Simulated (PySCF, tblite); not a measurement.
# C₃H₉FSSi: geometry, infrared bands and NMR shifts

Aim: predict the infrared bands and NMR shifts of C₃H₉FSSi (`CS[C@@H](C)[SiH2]F`).

Computed with tblite 0.8.0 and PySCF 2.14.0, with density-fitted response routines of our own, on a single molecule in the gas phase. Atoms are numbered from 0 throughout.

**1. The starting structure**

15 atoms, charge 0, multiplicity 1; geometry from: force field or distance geometry start.

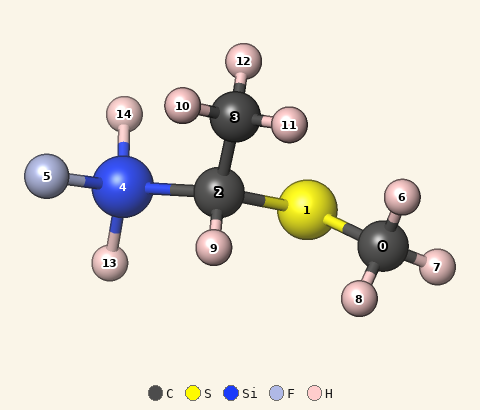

As it starts; carbon dark grey, sulfur yellow, silicon blue, fluorine light blue, hydrogen pink, atoms numbered.

**2. Optimising the geometry with GFN2-xTB**

The job: settings as JSON, then the geometry in Å.

```
{"job": {"kind": "relax", "xc": "GFN2-xTB", "basis": "xTB"}, "charge": 0, "multiplicity": 1}
C     -2.301700     0.413700    -0.670900
S     -0.635700     1.020500    -0.995100
C      0.296900     0.065800     0.306300
C      0.382200    -1.400100    -0.088400
Si     1.958100     0.914000     0.545300
F      2.726100     0.136000     1.710400
H     -2.401500    -0.636200    -0.938100
H     -3.005100     0.989200    -1.283500
H     -2.574300     0.559100     0.380400
H     -0.263000     0.163700     1.251900
H      0.948200    -1.969700     0.670800
H     -0.609100    -1.877500    -0.139300
H      0.883600    -1.551800    -1.032000
H      1.803900     2.334100     0.951700
H      2.787100     0.847300    -0.691400
```

Command:

```console
> OMP_NUM_THREADS=1 python probes_run.py task.json out
```

This one command runs all jobs of the session in turn.

Log:

```text
step      E/eV     max force
  0    -565.19425    1.539
  1    -565.25100    0.534
  2    -565.26515    0.273
  3    -565.27087    0.211
  4    -565.27674    0.207
  5    -565.27921    0.150
  6    -565.28112    0.115
  7    -565.28261    0.118
  8    -565.28379    0.095
  9    -565.28447    0.062
 10    -565.28490    0.045
 11    -565.28523    0.056
 12    -565.28554    0.056
 13    -565.28587    0.048
 14    -565.28624    0.059
 15    -565.28663    0.061
 16    -565.28693    0.043
 17    -565.28709    0.024
 18    -565.28717    0.025
 19    -565.28725    0.022
 20    -565.28733    0.025
 21    -565.28743    0.026
 22    -565.28754    0.026
 23    -565.28764    0.028
 24    -565.28775    0.026
 25    -565.28787    0.025
 26    -565.28797    0.021
 27    -565.28803    0.016
 28    -565.28808    0.017
 29    -565.28811    0.018
 30    -565.28815    0.014
 31    -565.28817    0.010
```

Wall time 0.19 s (1 thread of Arm Neoverse V1, shared host).

The steps of the relaxation:

```csv
step,energy from step 0 (eV),largest force (eV/Å)
0,0.0000,1.5393
1,-0.0567,0.5340
2,-0.0709,0.2730
3,-0.0766,0.2113
4,-0.0825,0.2068
5,-0.0850,0.1499
6,-0.0869,0.1151
7,-0.0884,0.1180
8,-0.0895,0.0952
9,-0.0902,0.0619
10,-0.0906,0.0447
11,-0.0910,0.0557
12,-0.0913,0.0557
13,-0.0916,0.0477
14,-0.0920,0.0593
15,-0.0924,0.0610
16,-0.0927,0.0427
17,-0.0928,0.0244
18,-0.0929,0.0250
19,-0.0930,0.0223
20,-0.0931,0.0248
21,-0.0932,0.0265
22,-0.0933,0.0262
23,-0.0934,0.0283
24,-0.0935,0.0256
25,-0.0936,0.0249
26,-0.0937,0.0207
27,-0.0938,0.0164
28,-0.0938,0.0168
29,-0.0939,0.0177
30,-0.0939,0.0142
31,-0.0939,0.0095
```

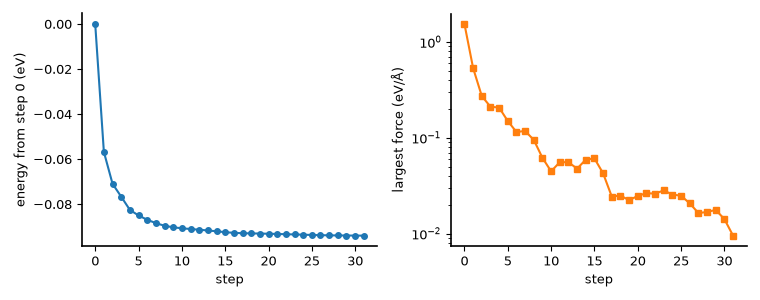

Energy and largest force along the relaxation.

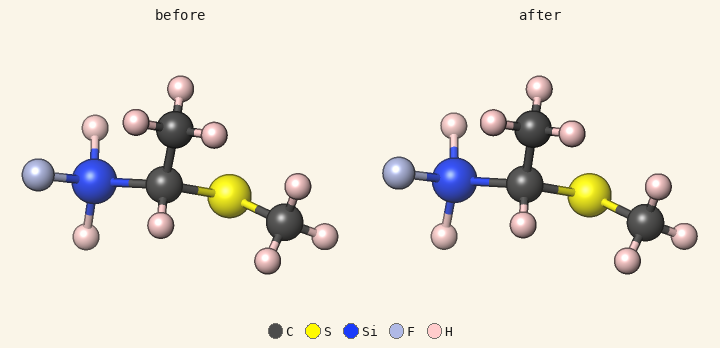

Before and after, at one scale.

Distances of close pairs at the start and the end, largest changes first:

```csv
bond,before (Å),after (Å),change (Å)
Si4–H14,1.490,1.452,-0.038
Si4–H13,1.485,1.452,-0.033
S1–C2,1.864,1.836,-0.028
C2–Si4,1.880,1.907,+0.027
Si4–F5,1.598,1.615,+0.017
C3–H10,1.105,1.089,-0.016
C0–S1,1.802,1.818,+0.016
C3–H11,1.101,1.089,-0.012
```

The final coordinates are the input of the step that follows.

**3. Vibrational analysis with GFN2-xTB**

The job: settings as JSON, then the geometry in Å.

```
{"job": {"kind": "ir", "xc": "GFN2-xTB", "basis": "xTB"}, "charge": 0, "multiplicity": 1}
C     -2.341102     0.412221    -0.664913
S     -0.650741     0.996331    -0.991302
C      0.278626     0.069341     0.292732
C      0.406819    -1.402596    -0.070023
Si     1.963559     0.936889     0.505177
F      2.719468     0.123150     1.677596
H     -2.432652    -0.637083    -0.929834
H     -2.997896     1.008142    -1.289885
H     -2.582116     0.567876     0.383034
H     -0.310763     0.174868     1.208080
H      0.994608    -1.919142     0.687271
H     -0.568542    -1.884150    -0.131098
H      0.905137    -1.512875    -1.030971
H      1.810317     2.291799     1.003644
H      2.800863     0.783220    -0.671419
```

Log:

```text
mode    cm-1     km/mol
  1      38.4      1.44
  2      48.0      6.34
  3     116.9      6.89
  4     137.6      1.98
  5     200.4      4.73
  6     206.8      0.31
  7     222.7      0.19
  8     295.8      7.17
  9     325.7      5.35
 10     510.4    101.57
 11     563.5     14.04
 12     644.0     18.52
 13     703.2    128.61
 14     724.8      1.81
 15     747.1     41.15
 16     757.9    247.22
 17     812.8    309.05
 18     936.7      0.59
 19     941.5     21.25
 20     994.6      3.85
 21    1043.7     12.55
 22    1082.1      2.97
 23    1158.2      7.82
 24    1261.5     12.10
 25    1314.6      2.90
 26    1410.5      3.67
 27    1447.5      5.79
 28    1456.1      5.67
 29    1493.3      4.85
 30    1502.2      2.24
 31    2356.0    330.94
 32    2368.5    103.35
 33    2921.2     28.23
 34    3007.1     32.26
 35    3018.4     18.81
 36    3020.6     11.11
 37    3026.5     14.51
 38    3032.8     17.68
 39    3060.4      4.90
```

Wall time 0.46 s (1 thread of Arm Neoverse V1, shared host).

Which atoms move in the most intense modes:

```csv
cm⁻¹,km/mol,atoms
510,101.6,"H13 34 %, H14 26 %, Si4 22 %"
703,128.6,"H14 41 %, H13 36 %"
747,41.1,"H14 31 %, H13 27 %, C2 25 %"
758,247.2,"H13 22 %, C2 20 %, H14 18 %, Si4 18 %"
813,309.1,"F5 48 %, Si4 43 %"
2356,330.9,"H14 64 %, H13 31 %"
2368,103.3,"H13 65 %, H14 33 %"
3007,32.3,"H11 74 %, H10 16 %"
```

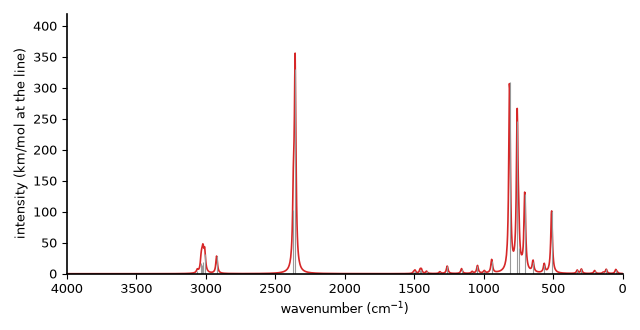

The infrared spectrum from these modes, unscaled. Lines are broadened to a width of 14 cm⁻¹ (Lorentzian).

**4. Nuclear shieldings: PBE0/pcSseg-1**

The job, as its differences from that of step 3:

```diff
@@ -1,2 +1,2 @@
-{"job": {"kind": "ir", "xc": "GFN2-xTB", "basis": "xTB"}, "charge": 0, "multiplicity": 1}
+{"job": {"kind": "nmr", "xc": "PBE0", "basis": "pcSseg-1"}, "charge": 0, "multiplicity": 1}
 C     -2.341102     0.412221    -0.664913
```

Method: GIAO PBE0/pcSseg-1 NMR shielding, non-relativistic, gas phase.

Log:

```text
coarse grid: 13176 points
cycle   1  E = -906.6537209049  dE =  3.284e-01  |g| = 5.823e-01  |ddm| = 3.383e+00
cycle   2  E = -906.6027184429  dE =  5.100e-02  |g| = 8.464e-01  |ddm| = 1.102e+00
cycle   3  E = -906.7159599431  dE = -1.132e-01  |g| = 6.733e-02  |ddm| = 6.592e-01
cycle   4  E = -906.7168270273  dE = -8.671e-04  |g| = 2.490e-02  |ddm| = 9.040e-02
cycle   5  E = -906.7169557615  dE = -1.287e-04  |g| = 6.512e-03  |ddm| = 2.619e-02
cycle   6  E = -906.7169659315  dE = -1.017e-05  |g| = 2.396e-03  |ddm| = 1.015e-02
cycle   7  E = -906.7169672531  dE = -1.322e-06  |g| = 5.127e-04  |ddm| = 2.775e-03
final grid: 117248 points
cycle   8  E = -906.7596956482  dE = -2.525e-05  |g| = 8.506e-03  |ddm| = 2.205e-02
cycle   9  E = -906.7596833470  dE =  1.230e-05  |g| = 1.093e-02  |ddm| = 1.562e-02
cycle  10  E = -906.7597133276  dE = -2.998e-05  |g| = 6.720e-04  |ddm| = 9.774e-03
cycle  11  E = -906.7597134348  dE = -1.072e-07  |g| = 2.089e-04  |ddm| = 8.742e-04
cycle  12  E = -906.7597134448  dE = -1.004e-08  |g| = 5.862e-05  |ddm| = 2.246e-04
cycle  13  E = -906.7597134457  dE = -8.831e-10  |g| = 1.664e-05  |ddm| = 8.421e-05
converged SCF energy = -906.7597134457

GIAO shielding tensors (ppm)
atom      isotropic    diamagn.    paramagn.     s11        s22        s33       span
  0 C      166.120     251.168     -85.049    141.549    167.451    189.359     47.809
  1 S      544.827    1058.204    -513.376    430.921    472.906    730.655    299.734
  2 C      151.540     255.573    -104.033    135.127    143.992    175.503     40.375
  3 C      169.253     248.441     -79.188    146.831    173.381    187.547     40.715
  4 Si     346.500     877.513    -531.013    319.508    329.466    390.527     71.019
  5 F      396.772     467.752     -70.980    374.266    384.881    431.169     56.903
  6 H       28.927      30.825      -1.898     23.148     27.868     35.766     12.619
  7 H       29.662      29.056       0.606     24.530     26.480     37.974     13.444
  8 H       29.979      30.820      -0.842     24.912     27.641     37.382     12.471
  9 H       29.629      34.037      -4.408     25.534     28.800     34.555      9.021
 10 H       30.006      30.398      -0.391     24.579     28.091     37.349     12.770
 11 H       29.804      31.356      -1.552     24.343     29.582     35.486     11.143
 12 H       30.620      30.943      -0.323     27.255     27.951     36.654      9.400
 13 H       26.623      28.748      -2.124     22.762     25.694     31.414      8.651
 14 H       26.915      28.992      -2.077     23.189     26.080     31.476      8.286
```

It took 21 s on 1 thread of Arm Neoverse V1, shared host; peak memory 0.74 GiB.

Shifts follow as δ = σ(reference) − σ, with reference shieldings (ppm) from runs at the same level and on the same kind of geometry: ¹H TMS 31.72, ¹³C TMS 186.9, ²⁹Si TMS 349.2, ¹⁹F CFCl3 170.9, ³³S CS2 504. The references are single molecules in the gas phase, so shifts against H2O, NH3, PH3, H3PO4 or CFCl3 are not on the usual liquid scales and can be off by tens of ppm. Atoms listed in one row are averaged.

```csv
atoms,environment,σ (ppm),δ (ppm),δ scaled to CDCl3
C2,sp3 CH bonded to S and Si,151.5,35.4,28.2
C0,methyl carbon bonded to S,166.1,20.8,14.0
C3,methyl carbon,169.3,17.7,15.3
H13,"hydrogen on a silicon bonded to C, F",26.62,5.09,–
H14,"hydrogen on a silicon bonded to C, F",26.91,4.80,–
"H6, H7, H8",hydrogen on a methyl carbon bonded to S,29.52,2.19,2.17
H9,hydrogen on an sp3 CH bonded to S and Si,29.63,2.09,2.07
"H10, H11, H12",hydrogen on a methyl carbon,30.14,1.57,1.59
S1,sulfide sulfur,545,-41,–
Si4,"silicon bonded to C, F, 2 H",346.5,2.7,–
F5,fluorine bonded to Si,396.8,-225.8,–
```

The scaled column applies a straight-line fit of computed shieldings to shifts measured in CDCl3, with any fitted terms for Cl, Br or S neighbours, and one for carbons that bear F (root-mean-square error 0.16 ppm for H, 1.9 ppm for C).

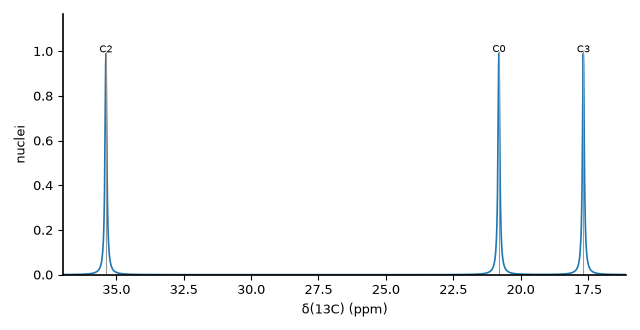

¹³C lines at the computed shifts, without couplings. Lines are broadened to a width of 0.08 ppm (Lorentzian).

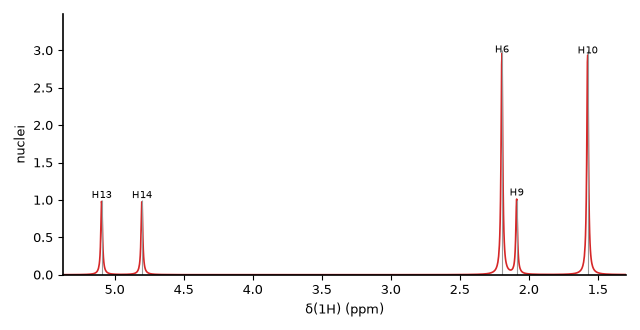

¹H lines at the computed shifts, without couplings. Lines are broadened to a width of 0.01 ppm (Lorentzian).

The run also stored atomic charges by several schemes (e):

```csv
atoms,Mulliken,IAO,Hirshfeld,ESP fit
C0,-0.37,-0.50,-0.12,-0.40
S1,-0.06,0.06,-0.02,-0.20
C2,-0.69,-0.47,-0.12,-0.26
C3,-0.21,-0.42,-0.13,-0.39
Si4,0.98,1.09,0.42,0.57
F5,-0.44,-0.54,-0.21,-0.29
```

Hirshfeld charges:

C0 -0.12; S1 -0.02; C2 -0.12; C3 -0.13; Si4 0.42; F5 -0.21; H6 0.04; H7 0.05; H8 0.05; H9 0.04; H10 0.04; H11 0.04; H12 0.04; H13 -0.07; H14 -0.07

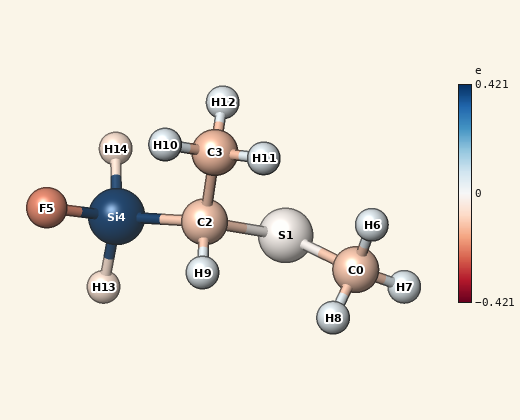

Hirshfeld charges, as colours on the atoms.

Mayer bond orders: C0–S1 0.99, S1–C2 1.00, C2–C3 0.99, C2–Si4 0.84, Si4–F5 0.91.

**5. Summary of results**

| quantity | value |
| --- | --- |
| strongest single infrared mode (GFN2-xTB) | 2356 cm⁻¹, 331 km/mol |
| zero-point energy (GFN2-xTB) | 69.9 kcal/mol |
| ¹³C shifts against TMS (PBE0/pcSseg-1) | 35.4, 20.8, 17.7 ppm |
| ¹H shifts against TMS (PBE0/pcSseg-1, means over atoms taken as alike) | 5.09, 4.80, 2.19, 2.09, 1.57 ppm |
| ³³S shifts against CS2 (PBE0/pcSseg-1) | -41 ppm |
| ²⁹Si shifts against TMS (PBE0/pcSseg-1) | 2.7 ppm |
| ¹⁹F shifts against CFCl3 (PBE0/pcSseg-1) | -225.8 ppm |

What this shows: Over 31 steps the energy fell by 0.094 eV; of the close pairs, Si4–H14 changed most, 1.490 to 1.452 Å. All 39 modes are real, so the xTB geometry is a minimum. The strongest single mode, at 2356 cm⁻¹, moves mainly H14. Unscaled tight-binding wavenumbers are off by several per cent, some by more. Its intensities can rank the bands wrongly. At PBE0/pcSseg-1: The widest tensor belongs to S1: span 300 ppm, with a paramagnetic part of -513 ppm.
